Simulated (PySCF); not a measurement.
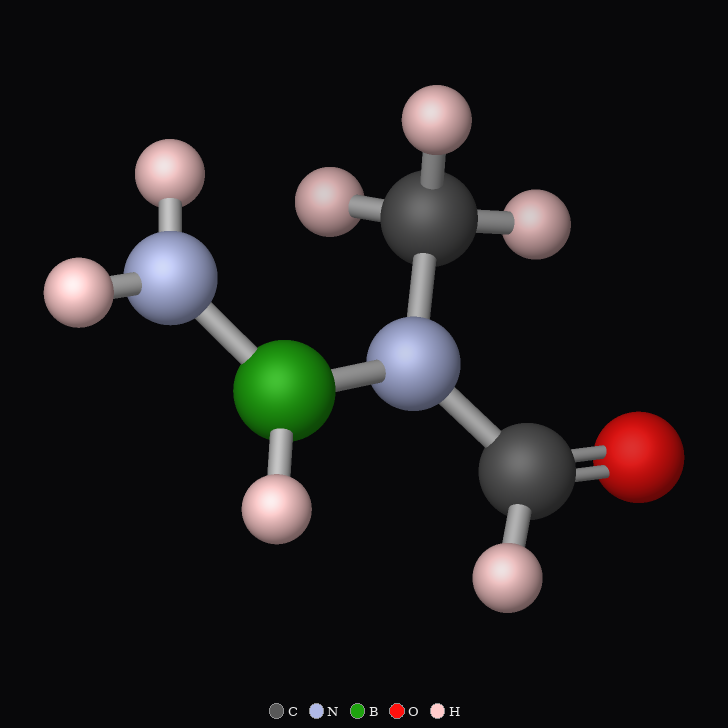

The computed structure is the end point of a GFN2-xTB optimisation. No frequency run is at hand to confirm it as a minimum.

Description:

The molecule is C₂H₇BN₂O. SMILES: `CN(BN)C=O`. It has no ring. Among its groups: amide, B–H bond. The point group is Cs. Coordination: 1 C tetrahedral; 2 N trigonal planar; 1 B trigonal planar; 1 C trigonal planar.

More results for the same structure follow; atom numbers are the same in all pictures, views and colours differ.

**Excitation**

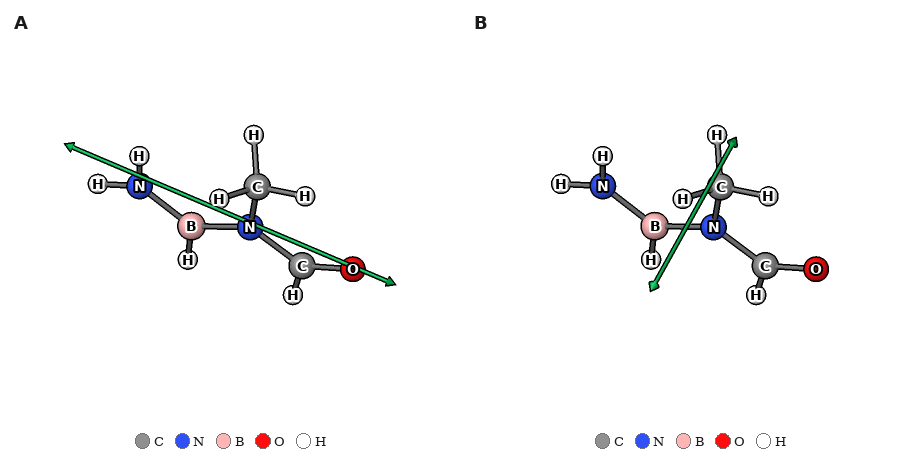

The double arrows show the directions of two transition dipoles from the ground state (lengths mean nothing). No frequency run is at hand to confirm it as a minimum. Properties computed with TDDFT B3LYP/def2-SVPD, vertical, gas phase, core orbitals frozen in the response (PySCF 2.14.0).

One belongs to singlet state 2 and one to singlet state 4. Which is which?

A: state 4, 6.80 eV (182 nm), oscillator strength 0.38, mainly HOMO−1 → LUMO (weight 0.78).
B: state 2, 6.44 eV (193 nm), oscillator strength 0.022, mainly HOMO−1 → LUMO+1 (weight 0.98).

**Spin–spin coupling**

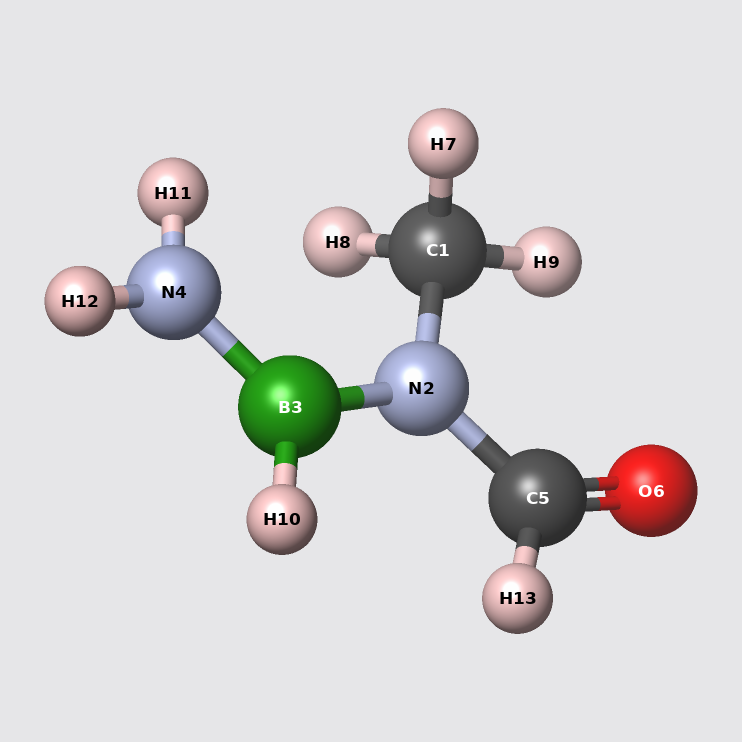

No frequency run is at hand to confirm it as a minimum. Level of theory: B3LYP/pcJ-1 indirect spin-spin coupling, non-relativistic, gas phase (PySCF 2.14.0). Isotopes: 11B, 13C, 1H, 15N, 17O.

Give the spin–spin coupling constants of these pairs, with the number of bonds between them: C1/N2, N2/C5, N4/H12, N2/H13, N4/H10, B3/H9, B3/H13, B3/H7, B3/H8.

```
   pair  bonds apart  J (Hz)
 C1, N2            1    −9.9
 N2, C5            1   −12.3
N4, H12            1   −88.4
N2, H13            2   −18.7
N4, H10            2    −5.8
 B3, H9            3     5.3
B3, H13            3     2.2
 B3, H7            3     0.7
 B3, H8            3     0.7
```

**Polarisability**

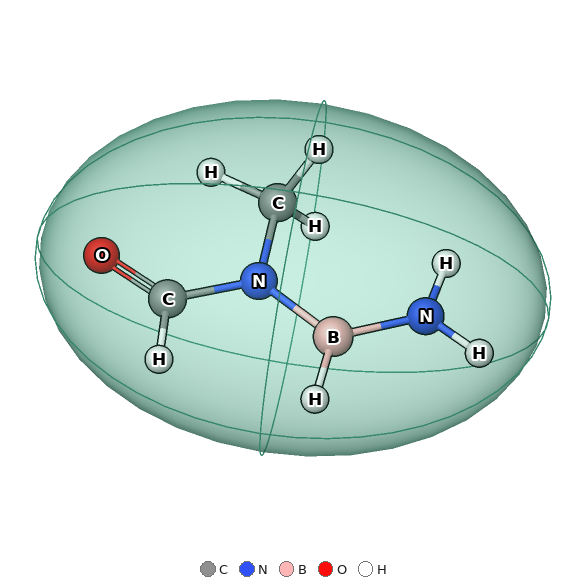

The ellipsoid shows the static dipole polarisability: its half-axes are proportional to the principal values. No frequency run is at hand to confirm it as a minimum. Computed with B3LYP/def2-SVPD (PySCF 2.14.0).

How large and how anisotropic is the polarisability?

Principal values 42.1, 60.1, 77.9 bohr³; mean 60.0 bohr³ (8.90 Å³); anisotropy 31.0 bohr³, so the longest axis is 1.85 times the shortest.

The geometry is semi-empirical. Around B such bond lengths and angles can be off by a tenth of an ångström or more and by several degrees, and values that hang on the shape move with them.
